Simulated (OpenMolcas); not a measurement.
# C3H11AlO (SMILES C[Al-](C)(C)[OH2+]): the HOMO–LUMO gap, rung by rung

C3H11AlO: 16 atoms, total charge 0, spin state singlet. As SMILES, `C[Al-](C)(C)[OH2+]`. The coordinates come from a PBE0-D4/def2-TZVP relaxation. This is one conformer, not always the lowest.

Quantity: the HOMO–LUMO gap, in eV. The values are calculated.

| level | kind | program | value (eV) | CPU time |
| --- | --- | --- | --- | --- |
| SVWN5/6-31G* (spherical functions) | LDA | OpenMolcas | 4.65 | 96 s |
| BLYP/6-31G* (spherical functions) | GGA | OpenMolcas | 4.52 | 1.9 min |
| revPBE/6-31G* (spherical functions) | GGA | OpenMolcas | 4.79 | 1.8 min |
| M06-L/6-31G* (spherical functions) | meta-GGA | OpenMolcas | 5.79 | 2.1 min |
| TPSS/6-31G* (spherical functions) | meta-GGA | OpenMolcas | 5.10 | 2.1 min |
| r2SCAN/6-31G* (spherical functions) | meta-GGA | OpenMolcas | 5.68 | 2.1 min |
| BHLYP/6-31G* (spherical functions) | global hybrid | OpenMolcas | 9.04 | 1.9 min |
| M06-2X/6-31G* (spherical functions) | hybrid meta-GGA | OpenMolcas | 8.93 | 2.1 min |

The values span 4.52 to 9.04 eV. Orbital gaps aren't excitation energies; they tend to grow with the share of exact exchange. Times are those of the runs behind each value, whatever else they computed, on shared processors of several kinds: orders of magnitude only.

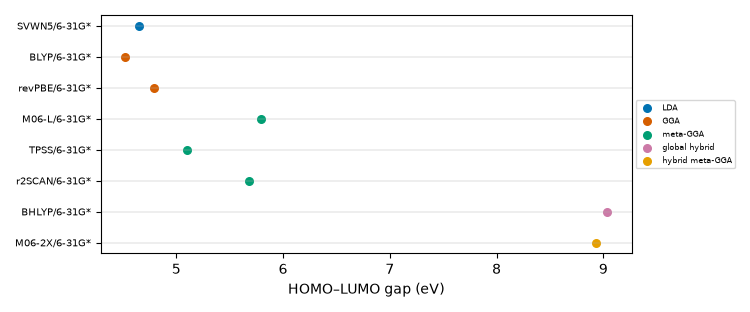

The values of the table, level by level.
